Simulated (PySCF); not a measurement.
SMILES C(C)(C)(C)[SiH2][SiH2]OC (C5H16OSi2) at its GFN2-xTB optimised geometry (Å):

```
24

C     -3.5573    -1.7254     3.5709
O     -2.3275    -1.4501     2.9785
Si    -2.0354    -1.0297     1.4369
Si     0.2507    -0.8553     1.5491
C      0.9080     0.0706     0.0000
C      0.4138    -0.6206    -1.2703
C      2.4344     0.0706     0.0000
C      0.4153     1.5174     0.0000
H     -3.3861    -1.9555     4.6230
H     -4.0369    -2.5805     3.0887
H     -4.2263    -0.8649     3.4949
H     -2.8222     0.1727     1.0958
H     -2.5949    -2.0501     0.5288
H      0.7802    -0.1381     2.7245
H      0.9356    -2.1632     1.5726
H     -0.6741    -0.6142    -1.3186
H      0.7962    -0.1140    -2.1571
H      0.7511    -1.6548    -1.3025
H      2.8196     0.5587     0.8922
H      2.8222     0.5996    -0.8710
H      2.8191    -0.9462    -0.0220
H     -0.6723     1.5583    -0.0171
H      0.7873     2.0501    -0.8759
H      0.7649     2.0429     0.8864
```

Method: CAM-B3LYP/def2-SVP (PySCF 2.14.0). Cells within 0.4 Å of a nucleus heavier than hydrogen are left out (blank, or x).

Map of the electrostatic potential (hartree/e), clipped to [-0.08, 0.12] on the plane z = 0.0 Å:

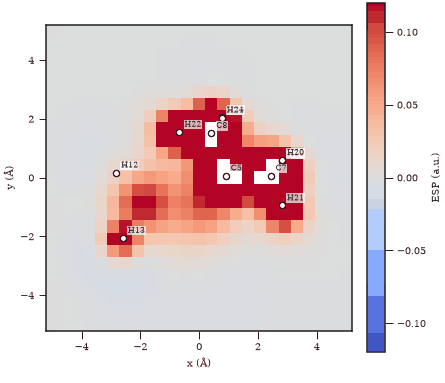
Fig. 1. Electrostatic potential (hartree/e), clipped to [-0.08, 0.12] on the plane z = 0.0 Å.
